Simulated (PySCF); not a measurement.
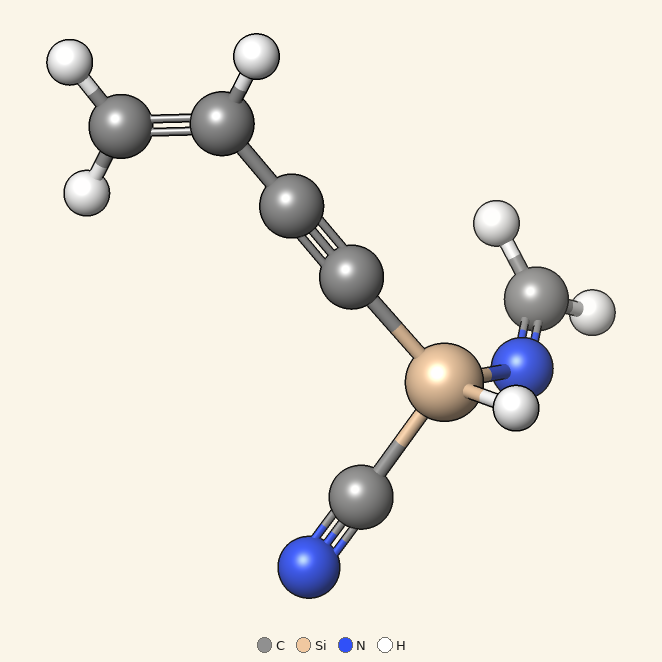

Rendered structure (ball-and-stick style).

The geometry was computed by an optimisation with GFN2-xTB. No frequency run is at hand to confirm it as a minimum.

> Give the formula.

C₆H₆N₂Si, 15 atoms: 6 carbon, 6 hydrogen, 2 nitrogen and 1 silicon.

> Describe its rings.

It has no ring.

> Write the SMILES.

C=CC#C[Si@@H](C#N)N=C

> How many bonds of each kind are drawn?

5 C–H, 3 C–C, 2 C–Si, 2 C–N, 1 N–Si, 1 Si–H.

> Name functional groups in it.

Among them: nitrile, alkene, alkyne, imine, Si–H bond, Si–N bond.

More results for the same structure follow; atom numbers are the same in all pictures, views and colours differ.

## Geometry

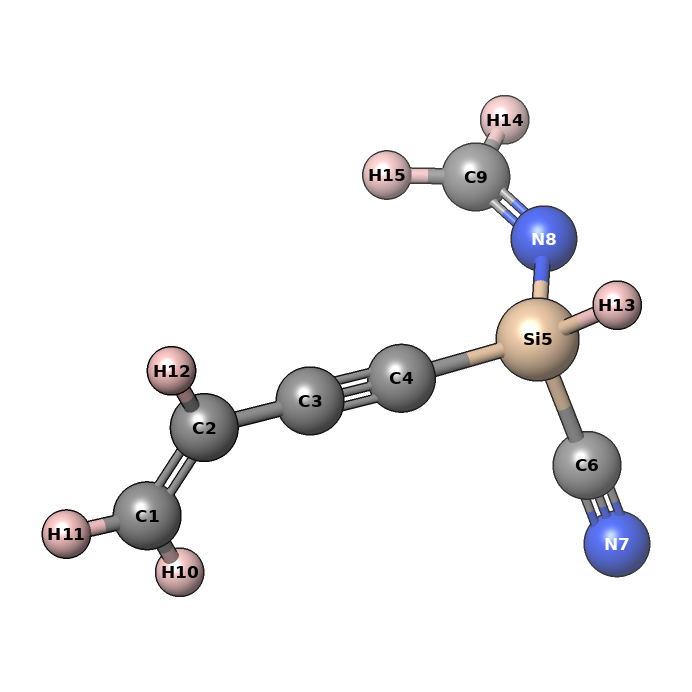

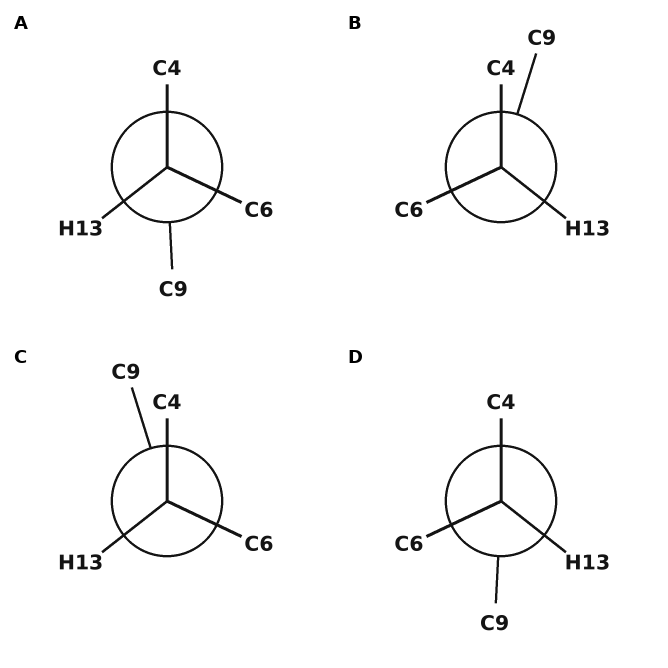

Distant atoms are faded towards the background colour. Bonds that would overlap in a projection are set slightly apart. No frequency run is at hand to confirm it as a minimum.

> Which Newman projection shows the view along Si5–N8, with Si5 in front?

B. The torsion angle C4–Si5–N8–C9 is 3°, synperiplanar (eclipsed).

## Dipole moment

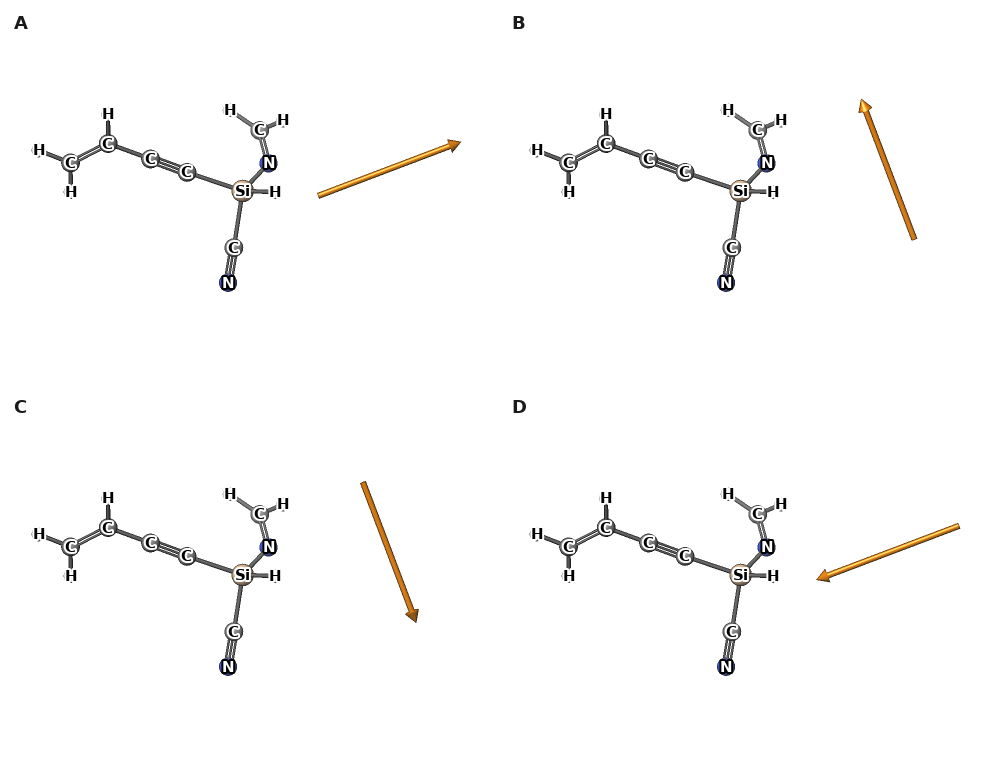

The same molecule four times, each with an arrow. No frequency run is at hand to confirm it as a minimum. Properties computed with CAM-B3LYP/def2-SVPD, gas phase (PySCF 2.14.0).

> Which arrow points along the dipole moment, from the negative to the positive end?

B. The dipole moment is 5.50 D.

## Excitation

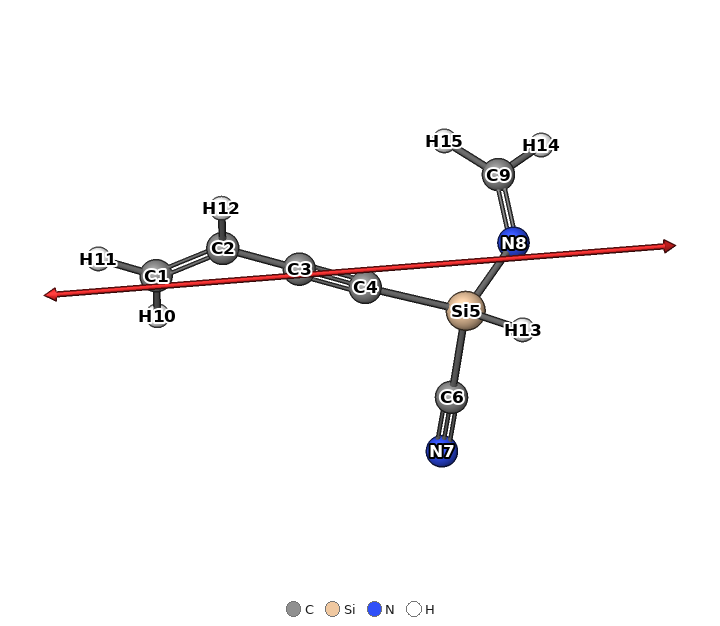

The double arrow shows the direction of the transition dipole to excited singlet state 3 (its length means nothing). No frequency run is at hand to confirm it as a minimum. Method: TDDFT CAM-B3LYP/def2-SVPD, vertical, gas phase, core orbitals frozen in the response (PySCF 2.14.0).

> How is the transition polarised?

Close to the long direction C1···C9.

> Where does the transition lie, and how strong is it?

5.21 eV (238 nm), oscillator strength 0.31, mainly HOMO → LUMO (weight 0.75); transition dipole 3.98 D.

## Polarisability

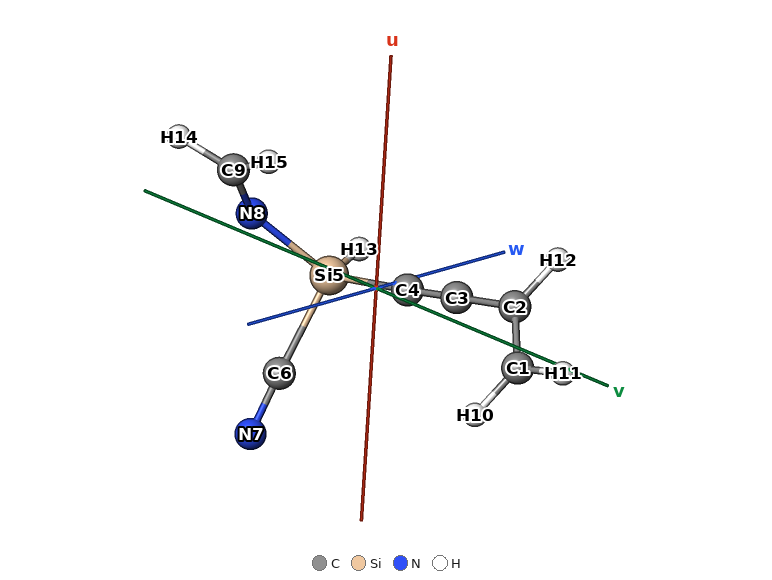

The lines u, v and w are the principal axes of the static dipole polarisability. No frequency run is at hand to confirm it as a minimum. Method: CAM-B3LYP/def2-SVPD (PySCF 2.14.0).

> Along which axis is the molecule most polarisable, and along which least?

Most along v (nearly parallel to the C4–Si5 bond), least along w.

> Give the three principal values.

u 101.3, v 147.1, w 81.8 bohr³; mean 110.0, anisotropy 58.0 bohr³.

The geometry is semi-empirical. Around Si such bond lengths and angles can be off by a tenth of an ångström or more and by several degrees, and values that hang on the shape move with them.
